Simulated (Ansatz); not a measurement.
**BH3···HCl: density, localisation and related maps**

```xyz
6

B    -0.1831   -0.8040    0.3880
Cl    0.8301    1.6943   -1.2572
H    -0.6055   -1.4653   -0.5032
H     0.8265   -1.0990    0.9393
H    -0.0765    1.5485   -0.3227
H    -0.7916    0.1256    0.7558
```

Not at a stationary point (largest force 0.7 eV/Å).

Theory: Ansatz, RKS B3LYP/def2-TZVP.

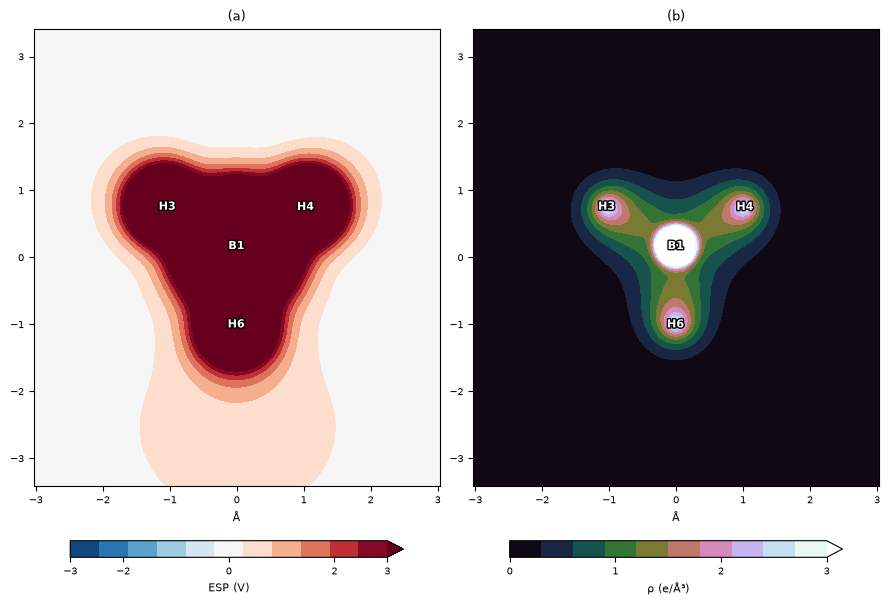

Figure 1. (a) molecular electrostatic potential; (b) total electron density on the plane of atoms H3, B1 and H6.

Q: Interpret the plot.

A: The section cuts through B and H sites. B–H (1.17 Å): ρ is about 1.3 e/Å³ halfway. The potential has no marked negative region in this plane.

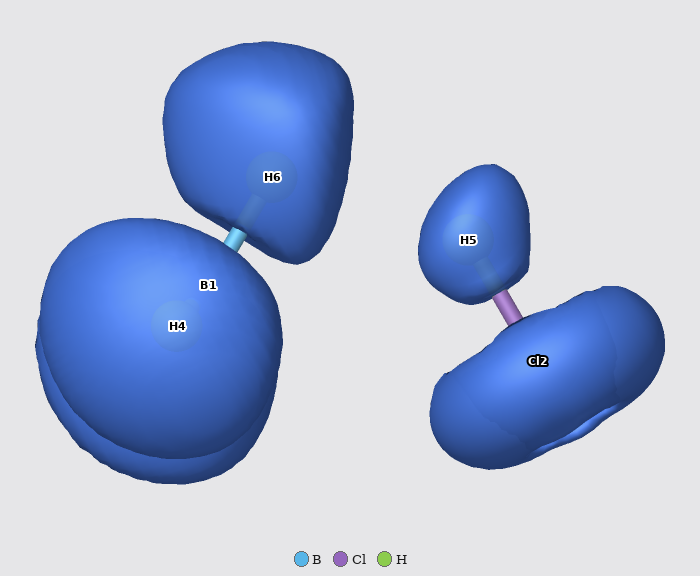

Figure 2. Isosurface of the ELF at 0.85 (blue), seen at a tilt. Only the valence region is drawn (cores and ρ < 0.01 e/Å³ removed).

Q: What do the ELF domains correspond to?

A: The ELF exceeds this value in four regions around hydrogen nuclei and one ring or bowl of non-bonding electrons around Cl. Profiles from the grid: B1···H5 (2.46 Å): the ELF dips to about 0.05 between them. B–H (1.17 Å): the ELF climbs to about 1 towards the hydrogen, as it does in any bond to H (a covalent bond by its length).

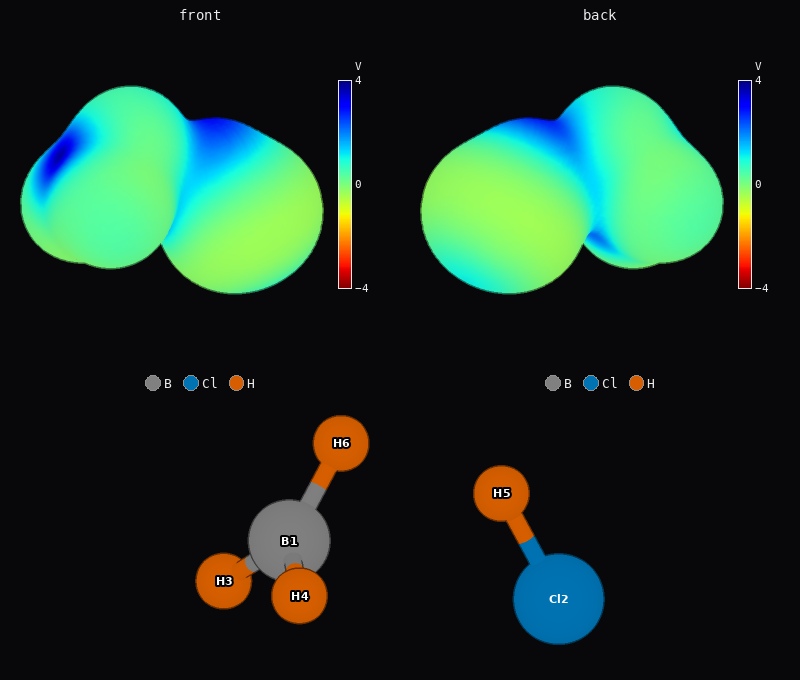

Figure 3. The molecular electrostatic potential painted on the density surface at 0.004 e/bohr³, seen from the front and from behind; red is negative and blue positive. The bare structure is drawn below in the same view.

Q: Which sites attract a positive test charge, and which a negative one?

A: A positive charge is drawn to the negative regions and a negative charge to the positive ones. The most negative region (about −0.3 V) lies over Cl2, the most positive (about +3.2 V) over B1. Cl2 shows a σ-hole: about +1.0 V at the tip opposite its bond, against about −0.3 V on its flanks.
